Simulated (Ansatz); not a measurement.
# CoMo: magnetism under pressure and tension, part 2 of 3

At what volume does CoMo lose its moments? Methods of the runs shown: PAW.

Ansatz 0.2.0; DFT LDA; a Materials Project cell. The steps go on from the part before.

### 9 Volume scaled by 0.85, no spin polarisation, PAW

input.yaml

```yaml
crystal:
  lattice:
    - [2.5528196062, 0.0, 0.0]
    - [-1.2764098031, 2.2108066302, 0.0]
    - [0.0, 0.0, 3.9630084479]
  atoms:
    - { symbol: Co, position: [0.6666666667, 0.3333333333, 0.5] }
    - { symbol: Mo, position: [0.3333333333, 0.6666666667, 0.0] }
kpoints:
  mp_grid: { grid: [14, 14, 8] }
scf:
  occupations: { method: fermi_dirac, width: 0.05 }
hamiltonian:
  xc: lda
  pseudopotentials: { kind: paw }
output:
  forces: true
  stress: true
  eigenvalues: true
```

Started as:

```
$ ansatz run input.yaml --threads 1 --pin off --max-ram 3072MiB --backend cpu --events-out ev --progress --plain --runs-dir out
```

Standard output, shortened:

```text
[...]
Pseudopotentials: kind: paw
Pseudopotential: Co, paw, valence charge 17, recommended cutoff 420 eV (normal)
Pseudopotential: Mo, paw, valence charge 14, recommended cutoff 420 eV (normal)
Functional definition: SPW92
[...]
Crystal: 2 atoms, lattice volume = 22.366 Å³
Basis set: ecut = 420 eV, 439 PW (Γ)
Bands: 20, of which v1, the nominal top of the filled ones, is band 16 counted from 1 (15 counted from 0)
[...]
--- Stress (GPa, compression-positive) ---
       37.793763       0.000000      -0.000000
        0.000000      37.793763       0.000000
       -0.000000       0.000000      39.650152
  P = ⅓ Tr σ = 38.4126 GPa (384.126 kbar)
--- Band table (eV; the first three rows and the last of 120) ---
  k-point 0: bands = ["-70.4085", "-36.9605", "-34.2840", "-33.9339", "-33.9339", "-11.1594", "-9.7647", "-9.7647", "15.3359", "18.1171", "21.9931", "21.9931", "22.2419", "22.6038", "22.6038", "23.1056", "23.1056", "25.7667", "27.3328", "27.3328"]
[...]
```

Run time: 2.3 s. Hardware: 1 thread of Intel Xeon 6975P-C (Granite Rapids), shared host; peak memory 0.42 GiB.

Result: pressure 38.41 GPa; no gap.

### 10 Volume scaled by 0.85, start moments a quarter as large, PAW

input.yaml: that of step 9 with these lines changed.

```diff
@@ -6,4 +6,6 @@
   atoms:
-    - { symbol: Co, position: [0.6666666667, 0.3333333333, 0.5] }
+    - { symbol: Co, position: [0.6666666667, 0.3333333333, 0.5], spin: 0.5 }
     - { symbol: Mo, position: [0.3333333333, 0.6666666667, 0.0] }
+magnetization:
+  spin_polarized: true
 kpoints:
```

Started as:

```
$ ansatz run input.yaml --threads 1 --pin off --max-ram 3072MiB --backend cpu --events-out ev --progress --plain --runs-dir out
```

Standard output, shortened:

```text
[...]
[... 4 set-up lines as earlier in the session ...]
[...]
Crystal: 2 atoms, lattice volume = 22.366 Å³
Basis set: ecut = 420 eV, 439 PW (Γ)
Bands: 20, of which v1, the nominal top of the filled ones, is band 16 counted from 1 (15 counted from 0)
[... 2 set-up lines as earlier in the session ...]
[...]
WARN: the starting moments were not kept: the SCF closed with an absolute magnetisation of 1.8e-6 μB, where they sum to 0.5 μB in size (1 site). That is at most 0.1 of that sum. Measured as dr2_m measures the in/out step, that magnetisation stands 7.1e-12 eV from none, at or under the [...]
  atom   1  Co     0.00000000     0.00000000    -0.00000000
  atom   2  Mo    -0.00000000    -0.00000000     0.00000000
[...]
--- Stress (GPa, compression-positive) ---
       37.794512       0.000000      -0.000000
        0.000000      37.794512       0.000000
       -0.000000       0.000000      39.648835
  P = ⅓ Tr σ = 38.4126 GPa (384.126 kbar)
--- Band table (eV; the first three rows and the last of 240) ---
  k-point 0 ↑: bands = ["-70.4084", "-36.9604", "-34.2839", "-33.9339", "-33.9339", "-11.1594", "-9.7646", "-9.7646", "15.3359", "18.1172", "21.9931", "21.9931", "22.2420", "22.6038", "22.6038", "23.1057", "23.1057", "25.7667", "27.3328", "27.3328"]
[...]
```

Run time: 19 s. Hardware: 1 thread of Intel Xeon 6975P-C (Granite Rapids), shared host; peak memory 0.48 GiB.

Result: total moment 0.00 μB; site moments Co1 0.00, Mo2 0.00 μB; pressure 38.41 GPa; no gap.

### 11 Volume scaled by 0.9, PAW

input.yaml

```yaml
crystal:
  lattice:
    - [2.6019242848, 0.0, 0.0]
    - [-1.3009621424, 2.2533325294, 0.0]
    - [0.0, 0.0, 4.0392387682]
  atoms:
    - { symbol: Co, position: [0.6666666667, 0.3333333333, 0.5], spin: 2.0 }
    - { symbol: Mo, position: [0.3333333333, 0.6666666667, 0.0] }
magnetization:
  spin_polarized: true
kpoints:
  mp_grid: { grid: [14, 14, 8] }
scf:
  occupations: { method: fermi_dirac, width: 0.05 }
hamiltonian:
  xc: lda
  pseudopotentials: { kind: paw }
output:
  forces: true
  stress: true
  eigenvalues: true
  populations: true
  write_density: true
  write_potential: true
  elf: true
  volumetric_format: npy
```

Started as:

```
$ ansatz run input.yaml --threads 1 --pin off --max-ram 3072MiB --backend cpu --events-out ev --progress --plain --runs-dir out
```

Standard output, shortened:

```text
[...]
[... 4 set-up lines as earlier in the session ...]
[...]
Crystal: 2 atoms, lattice volume = 23.682 Å³
Basis set: ecut = 420 eV, 451 PW (Γ)
Bands: 21, of which v1, the nominal top of the filled ones, is band 16 counted from 1 (15 counted from 0)
[... 1 set-up line as earlier in the session ...]
Space group: P-6m2 (ITA 187), of the structure as read, at distance tolerance 2.9e-5 Å
[...]
WARN: the starting moments were not kept: the SCF closed with an absolute magnetisation of 6.8e-6 μB, where they sum to 2 μB in size (1 site). That is at most 0.1 of that sum. Measured as dr2_m measures the in/out step, that magnetisation stands 1.1e-10 eV from none, at or under the [...]
--- Forces (eV/Å), atoms counted from 1 ---
  atom   1  Co     0.00000000     0.00000000     0.00000000
  atom   2  Mo     0.00000000     0.00000000     0.00000000
[...]
--- Stress (GPa, compression-positive) ---
       15.950897      -0.000000       0.000000
       -0.000000      15.950897       0.000000
        0.000000       0.000000      16.765198
  P = ⅓ Tr σ = 16.2223 GPa (162.223 kbar)
--- Band table (eV; the first three rows and the last of 240) ---
[... band rows left out ...]
[...]
--- Löwdin populations: 2 sites ---
  site symbol       q [e]    m [muB]
     0     Co     16.6729     0.0000
     1     Mo     14.0942    -0.0000
  spilling = 0.007512 (of n_electrons = 31.000000)
```

Run time: 31 s. Hardware: 1 thread of Intel Xeon 6975P-C (Granite Rapids), shared host; peak memory 0.49 GiB.

Result: total moment 0.00 μB; site moments Co1 0.00, Mo2 0.00 μB; pressure 16.22 GPa; no gap.

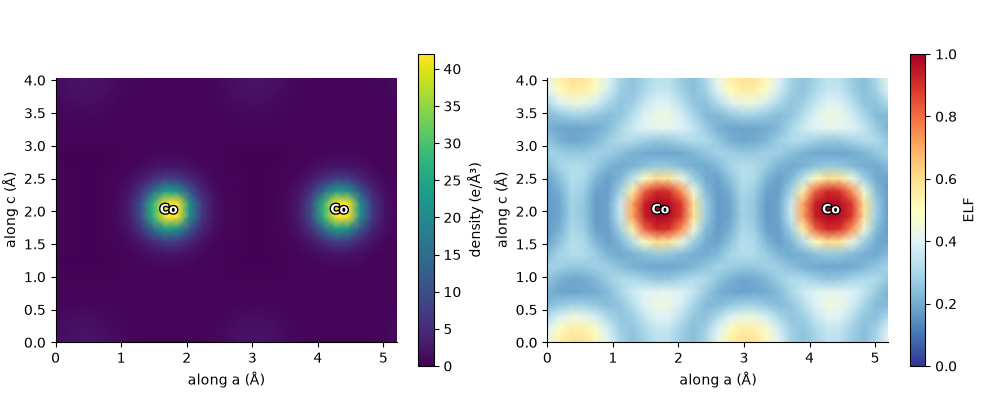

Density (left) and ELF (right) in a lattice plane of the grid's cell (edges 2.60 and 4.04 Å, at 0.333 of the third edge), which holds Co. Only atoms in the plane are labelled; the density scale stops at 42.00 e/Å³. Both are smooth fields of the valence electrons: close to the nuclei they are not physical.

### 12 Volume scaled by 0.9, no spin polarisation, PAW

input.yaml

```yaml
crystal:
  lattice:
    - [2.6019242848, 0.0, 0.0]
    - [-1.3009621424, 2.2533325294, 0.0]
    - [0.0, 0.0, 4.0392387682]
  atoms:
    - { symbol: Co, position: [0.6666666667, 0.3333333333, 0.5] }
    - { symbol: Mo, position: [0.3333333333, 0.6666666667, 0.0] }
kpoints:
  mp_grid: { grid: [14, 14, 8] }
scf:
  occupations: { method: fermi_dirac, width: 0.05 }
hamiltonian:
  xc: lda
  pseudopotentials: { kind: paw }
output:
  forces: true
  stress: true
  eigenvalues: true
```

Started as:

```
$ ansatz run input.yaml --threads 1 --pin off --max-ram 3072MiB --backend cpu --events-out ev --progress --plain --runs-dir out
```

Standard output, shortened:

```text
[...]
[... 4 set-up lines as earlier in the session ...]
[...]
Crystal: 2 atoms, lattice volume = 23.682 Å³
Basis set: ecut = 420 eV, 451 PW (Γ)
Bands: 20, of which v1, the nominal top of the filled ones, is band 16 counted from 1 (15 counted from 0)
[...]
--- Stress (GPa, compression-positive) ---
       15.951411       0.000000       0.000000
        0.000000      15.951411       0.000000
        0.000000       0.000000      16.765220
  P = ⅓ Tr σ = 16.2227 GPa (162.227 kbar)
--- Band table (eV; the first three rows and the last of 120) ---
  k-point 0: bands = ["-71.8784", "-38.4611", "-35.7272", "-35.4221", "-35.4221", "-12.6550", "-11.4572", "-11.4572", "14.0513", "16.8957", "20.5985", "20.5985", "20.8247", "21.1551", "21.1551", "21.6564", "21.6564", "24.0171", "25.5560", "25.5560"]
[...]
```

Wall time 3.3 s (1 thread of Intel Xeon 6975P-C (Granite Rapids), shared host); peak memory 0.39 GiB.

Read from it: pressure 16.22 GPa; no gap.

### 13 Volume scaled by 0.9, start moments a quarter as large, PAW

input.yaml: that of step 12 with these lines changed.

```diff
@@ -6,4 +6,6 @@
   atoms:
-    - { symbol: Co, position: [0.6666666667, 0.3333333333, 0.5] }
+    - { symbol: Co, position: [0.6666666667, 0.3333333333, 0.5], spin: 0.5 }
     - { symbol: Mo, position: [0.3333333333, 0.6666666667, 0.0] }
+magnetization:
+  spin_polarized: true
 kpoints:
@@ -19 +21,5 @@
   eigenvalues: true
+  write_density: true
+  write_potential: true
+  elf: true
+  volumetric_format: npy
```

Started as:

```
$ ansatz run input.yaml --threads 1 --pin off --max-ram 3072MiB --backend cpu --events-out ev --progress --plain --runs-dir out
```

Standard output, shortened:

```text
[...]
[... 4 set-up lines as earlier in the session ...]
[...]
Crystal: 2 atoms, lattice volume = 23.682 Å³
Basis set: ecut = 420 eV, 451 PW (Γ)
Bands: 20, of which v1, the nominal top of the filled ones, is band 16 counted from 1 (15 counted from 0)
[... 2 set-up lines as earlier in the session ...]
[...]
WARN: the starting moments were not kept: the SCF closed with an absolute magnetisation of 2.9e-6 μB, where they sum to 0.5 μB in size (1 site). That is at most 0.1 of that sum. Measured as dr2_m measures the in/out step, that magnetisation stands 9.8e-12 eV from none, at or under the [...]
Free energy (F): -9905.249551 eV
[...]
E sigma→0 (E₀):  -9905.238630 eV
Entropy (-TS):   -0.021843 eV (-10.921 meV/atom)
Fermi energy:    22.274031 eV
[...]
--- Forces (eV/Å), atoms counted from 1 ---
  atom   1  Co     0.00000000     0.00000000     0.00000000
  atom   2  Mo     0.00000000     0.00000000     0.00000000
[...]
--- Stress (GPa, compression-positive) ---
       15.950956       0.000000       0.000000
       -0.000000      15.950956       0.000000
        0.000000       0.000000      16.765178
  P = ⅓ Tr σ = 16.2224 GPa (162.224 kbar)
--- Band table (eV; the first three rows and the last of 240) ---
[... band rows left out ...]
[...]
```

It took 25 s on 1 thread of Intel Xeon 6975P-C (Granite Rapids), shared host; peak memory 0.46 GiB.

Result: total moment 0.00 μB; site moments Co1 0.00, Mo2 0.00 μB; pressure 16.22 GPa; no gap.

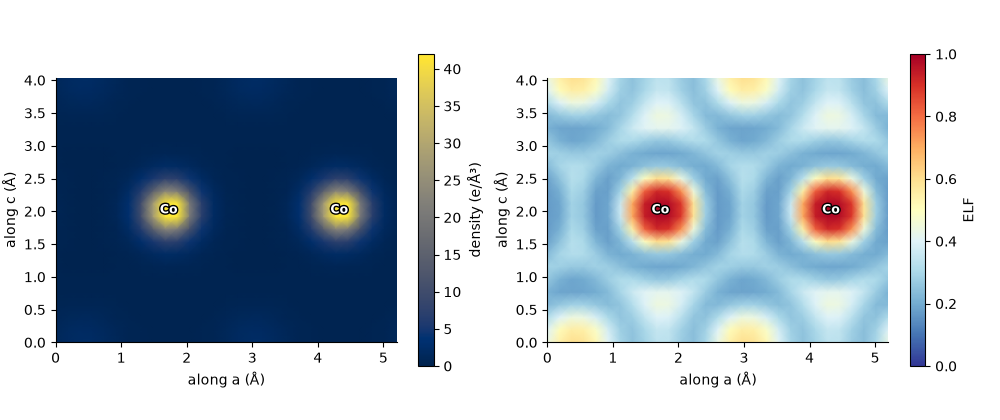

Density (left) and ELF (right) in a lattice plane of the grid's cell (edges 2.60 and 4.04 Å, at 0.333 of the third edge), which holds Co. Only atoms in the plane are labelled; the density scale stops at 42.00 e/Å³. Both are smooth fields of the valence electrons: close to the nuclei they are not physical.

### 14 Volume scaled by 0.95, PAW

input.yaml

```yaml
crystal:
  lattice:
    - [2.6492423353, 0.0, 0.0]
    - [-1.3246211676, 2.2943111632, 0.0]
    - [0.0, 0.0, 4.1126955191]
  atoms:
    - { symbol: Co, position: [0.6666666667, 0.3333333333, 0.5], spin: 2.0 }
    - { symbol: Mo, position: [0.3333333333, 0.6666666667, 0.0] }
magnetization:
  spin_polarized: true
kpoints:
  mp_grid: { grid: [14, 14, 8] }
scf:
  occupations: { method: fermi_dirac, width: 0.05 }
hamiltonian:
  xc: lda
  pseudopotentials: { kind: paw }
output:
  forces: true
  stress: true
  eigenvalues: true
  populations: true
```

Started as:

```
$ ansatz run input.yaml --threads 1 --pin off --max-ram 3072MiB --backend cpu --events-out ev --progress --plain --runs-dir out
```

Standard output, shortened:

```text
[...]
[... 4 set-up lines as earlier in the session ...]
[...]
Crystal: 2 atoms, lattice volume = 24.998 Å³
Basis set: ecut = 420 eV, 487 PW (Γ)
Bands: 21, of which v1, the nominal top of the filled ones, is band 16 counted from 1 (15 counted from 0)
[...]
--- Stress (GPa, compression-positive) ---
       -0.468283       0.000000       0.000000
        0.000000      -0.468283       0.000000
        0.000000       0.000000      -0.578793
  P = ⅓ Tr σ = -0.5051 GPa (-5.051 kbar)
--- Band table (eV; the first three rows and the last of 240) ---
[... band rows left out ...]
[...]
--- Löwdin populations: 2 sites ---
  site symbol       q [e]    m [muB]
     0     Co     16.6703     0.2274
     1     Mo     14.0908    -0.0137
  spilling = 0.007705 (of n_electrons = 31.000000)
```

Wall time 13 s (1 thread of Intel Xeon 6975P-C (Granite Rapids), shared host); peak memory 0.46 GiB.

Read from it: total moment 0.21 μB; site moments Co1 0.23, Mo2 -0.01 μB; pressure -0.51 GPa; no gap.

### 15 Volume scaled by 0.95, no spin polarisation, PAW

input.yaml: that of step 14 with these lines changed.

```diff
@@ -6,6 +6,4 @@
   atoms:
-    - { symbol: Co, position: [0.6666666667, 0.3333333333, 0.5], spin: 2.0 }
+    - { symbol: Co, position: [0.6666666667, 0.3333333333, 0.5] }
     - { symbol: Mo, position: [0.3333333333, 0.6666666667, 0.0] }
-magnetization:
-  spin_polarized: true
 kpoints:
@@ -21,2 +19,5 @@
   eigenvalues: true
-  populations: true
+  write_density: true
+  write_potential: true
+  elf: true
+  volumetric_format: npy
```

Started as:

```
$ ansatz run input.yaml --threads 1 --pin off --max-ram 3072MiB --backend cpu --events-out ev --progress --plain --runs-dir out
```

Standard output, shortened:

```text
[...]
[... 4 set-up lines as earlier in the session ...]
[...]
Crystal: 2 atoms, lattice volume = 24.998 Å³
Basis set: ecut = 420 eV, 487 PW (Γ)
Bands: 20, of which v1, the nominal top of the filled ones, is band 16 counted from 1 (15 counted from 0)
[...]
--- Stress (GPa, compression-positive) ---
       -0.682785       0.000000       0.000000
        0.000000      -0.682785       0.000000
        0.000000       0.000000      -0.503516
  P = ⅓ Tr σ = -0.6230 GPa (-6.230 kbar)
--- Band table (eV; the first three rows and the last of 120) ---
  k-point 0: bands = ["-73.1989", "-39.8312", "-37.0267", "-36.7574", "-36.7574", "-14.0177", "-12.9798", "-12.9798", "12.9110", "15.8073", "19.3410", "19.3410", "19.5467", "19.8510", "19.8510", "20.3477", "20.3477", "22.4678", "23.9551", "23.9551"]
[...]
```

Run time: 3.8 s. Hardware: 1 thread of Intel Xeon 6975P-C (Granite Rapids), shared host; peak memory 0.4 GiB.

Read from it: pressure -0.62 GPa; no gap.

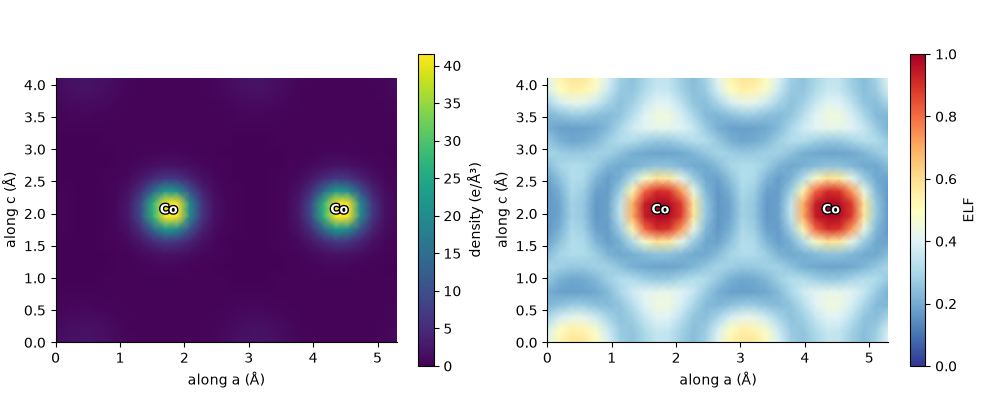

Density (left) and ELF (right) in a lattice plane of the grid's cell (edges 2.65 and 4.11 Å, at 0.333 of the third edge), which holds Co. Only atoms in the plane are labelled; the density scale stops at 41.54 e/Å³. Both are smooth fields of the valence electrons: close to the nuclei they are not physical.

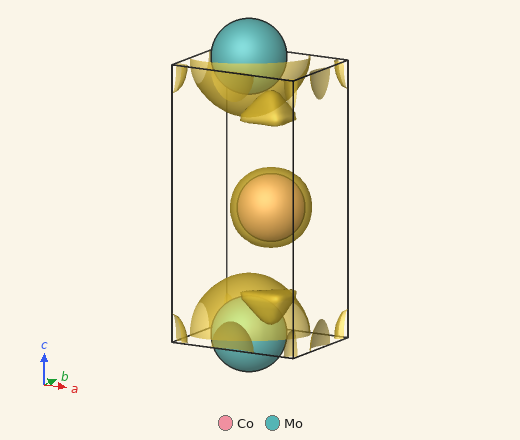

Surface of ELF = 0.40, drawn in one cell.

The highest ELF values outside the cores: 0.46 between the atoms, 1.5 Å from Mo.

### 16 Volume scaled by 1.05, PAW

input.yaml

```yaml
crystal:
  lattice:
    - [2.7391149048, 0.0, 0.0]
    - [-1.3695574524, 2.3721430914, 0.0]
    - [0.0, 0.0, 4.2522140935]
  atoms:
    - { symbol: Co, position: [0.6666666667, 0.3333333333, 0.5], spin: 2.0 }
    - { symbol: Mo, position: [0.3333333333, 0.6666666667, 0.0] }
magnetization:
  spin_polarized: true
kpoints:
  mp_grid: { grid: [14, 14, 8] }
scf:
  occupations: { method: fermi_dirac, width: 0.05 }
hamiltonian:
  xc: lda
  pseudopotentials: { kind: paw }
output:
  forces: true
  stress: true
  eigenvalues: true
  populations: true
```

Started as:

```
$ ansatz run input.yaml --threads 1 --pin off --max-ram 3072MiB --backend cpu --events-out ev --progress --plain --runs-dir out
```

Standard output, shortened:

```text
[...]
[... 4 set-up lines as earlier in the session ...]
[...]
Crystal: 2 atoms, lattice volume = 27.629 Å³
Basis set: ecut = 420 eV, 537 PW (Γ)
Bands: 21, of which v1, the nominal top of the filled ones, is band 16 counted from 1 (15 counted from 0)
[...]
--- Stress (GPa, compression-positive) ---
      -22.729969       0.000000       0.000000
        0.000000     -22.729969       0.000000
        0.000000       0.000000     -22.461950
  P = ⅓ Tr σ = -22.6406 GPa (-226.406 kbar)
--- Band table (eV; the first three rows and the last of 240) ---
[... band rows left out ...]
[...]
--- Löwdin populations: 2 sites ---
  site symbol       q [e]    m [muB]
     0     Co     16.6636     0.5285
     1     Mo     14.0867    -0.0570
  spilling = 0.008055 (of n_electrons = 31.000000)
```

Wall time 12 s (1 thread of Intel Xeon 6975P-C (Granite Rapids), shared host); peak memory 0.47 GiB.

In short: total moment 0.46 μB; site moments Co1 0.53, Mo2 -0.04 μB; pressure -22.64 GPa; no gap.

(Part 2 of 3 ends here.)
